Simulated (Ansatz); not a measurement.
# CH₃B+ (doublet): the correlation ladder, cc-pVTZ

How much of the correlation energy of CH₃B+ (doublet) does each wave-function method recover here?

The runs use Ansatz 0.2.0, Gaussian basis; cc-pVTZ, core rule «outside noble gas», up to 2 orbitals frozen.

Plan: UHF; CCSD(T) on ROHF; CCSD(T) on UHF; BCCD(T) on ROHF; CCSDT(Q) on ROHF; CCSDT(Q) on UHF; CASSCF and NEVPT2, 9 electrons in 11 orbitals.

3 further runs of the same task are left out: 3 set aside as unsound or not needed.

## Step 1: What is computed

The geometry is a PBE0/def2-TZVP stationary point (not a proven minimum) of the parent state, kept for this charge and spin.

5 atoms, charge 1, spin multiplicity 2.

Atoms are counted from 1 here; the program's logs count them from 0.

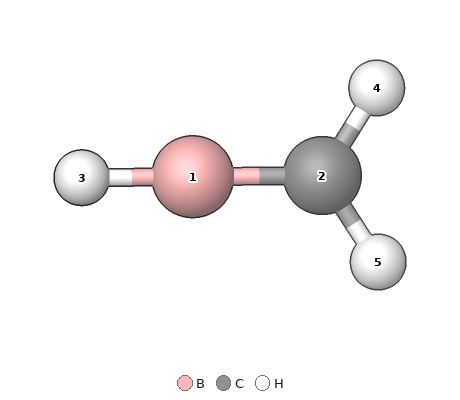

The geometry (boron pink, carbon grey, hydrogen white); atoms are numbered from 1 in the order of the file.

## Step 2: UHF

File in.yaml:

```yaml
crystal:
  periodic: [false, false, false]
  atoms:
    - {symbol: B, position_ang: [0.000000, 0.000000, 0.745473]}
    - {symbol: C, position_ang: [0.000000, 0.000000, -0.628685]}
    - {symbol: H, position_ang: [0.000000, 0.000000, 1.920782]}
    - {symbol: H, position_ang: [0.000000, 0.915866, -1.212565]}
    - {symbol: H, position_ang: [0.000000, -0.915866, -1.212565]}
basis:
  gaussian: {orbitals: cc-pVTZ}
total_charge: 1
magnetization: {spin_polarized: true, initial_magnetization: 1}
hamiltonian: {xc: hf}
output: {orbitals: {seedname: orbitals}}
```

On the command line:

```
> ansatz run in.yaml --threads 1 --pin off --events-out ev --progress --plain --max-ram 2816MiB --backend cpu
```

Further steps of the session: CCSD(T) on ROHF; CCSD(T) on UHF; BCCD(T) on ROHF; CCSDT(Q) on ROHF; CCSDT(Q) on UHF; CASSCF and NEVPT2, 9 electrons in 11 orbitals.

Q: Predict the results of all the runs planned. Wanted: UCCSDT(Q) below the RHF energy; RMP2 from UCCSDT(Q); UMP2 from UCCSDT(Q); RCCSD from UCCSDT(Q); RCCSD(T) from UCCSDT(Q); UCCSD(T) from UCCSDT(Q); RCCSDT(Q) from UCCSDT(Q); NEVPT2 valence from UCCSDT(Q); T1 diagnostic.

As calculated:

```
                         quantity                                                   value
   UCCSDT(Q) below the RHF energy                                              -6.6024 eV
              RMP2 from UCCSDT(Q)                                            +93.5 kJ/mol
              UMP2 from UCCSDT(Q)                                            +94.4 kJ/mol
             RCCSD from UCCSDT(Q)                                            +21.3 kJ/mol
          RCCSD(T) from UCCSDT(Q)                                             +2.7 kJ/mol
          UCCSD(T) from UCCSDT(Q)                                             +2.7 kJ/mol
         RCCSDT(Q) from UCCSDT(Q)                                             +0.1 kJ/mol
    NEVPT2 valence from UCCSDT(Q)                                            +78.9 kJ/mol
levels within 1 kcal/mol (43 meV)  RCCSD(T), UCCSD(T), BCCD(T), RCCSDT, UCCSDT, RCCSDT(Q)
                    T1 diagnostic                                                   0.014
   effectively unpaired electrons                                                    1.02
```

In words: RCCSD(T) misses by +2.7 kJ/mol, 0.4 % of the correlation energy. One determinant dominates. These misses are within one basis, not against nature; the frozen cores of restricted and unrestricted runs differ, which can shift their rows.
